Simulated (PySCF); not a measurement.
# C3H7FGeSi: the cost of one run

Programs: PySCF 2.14.0, with density-fitted response routines of our own. Each step states its level of theory. These are calculated values for one molecule in the gas phase, unless marked as measured. Atoms count from 0, in the outputs and in this text.

**1. The molecule as given**

13 atoms, charge 0, multiplicity 1; geometry from: GFN2-xTB.

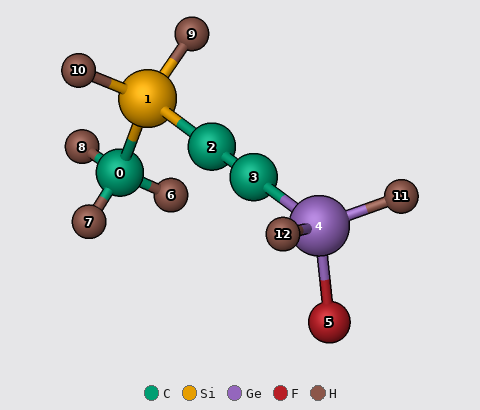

As it starts; carbon teal, silicon amber, germanium purple, fluorine red, hydrogen brown, atoms numbered.

**2. TDDFT and polarisability: PBE0/def2-SVPD**

What the job is given:

```
{"job": {"kind": "uv", "xc": "PBE0", "basis": "def2-SVPD", "nstates": 8, "ntriplets": 3}, "charge": 0, "multiplicity": 1}
C     -2.310683     0.126003    -1.317627
Si    -1.764679    -0.308387     0.445548
C      0.085040    -0.145087     0.554177
C      1.289143    -0.043347     0.638590
Ge     3.175350     0.120589     0.754511
F      3.713242     0.613586    -0.831639
H     -2.033906     1.144023    -1.578503
H     -1.854954    -0.536647    -2.048549
H     -3.389248     0.039840    -1.420146
H     -2.340914     0.624737     1.421795
H     -2.097078    -1.700197     0.774436
H      3.635892     1.248094     1.629636
H      3.888408    -1.182719     0.960042
```

With the program's defaults for keys left out, this is: TDDFT PBE0/def2-SVPD, vertical, gas phase, core orbitals frozen in the response.

Launch:

```bash
> OMP_NUM_THREADS=1 python probes_run.py task.json out
```

The driver reads the jobs from task.json and runs them one after another.

Q: Estimate the wall time and peak memory of this job on 1 thread of Arm Neoverse N1, shared host.

About 74 s, with a peak of 0.85 GiB.
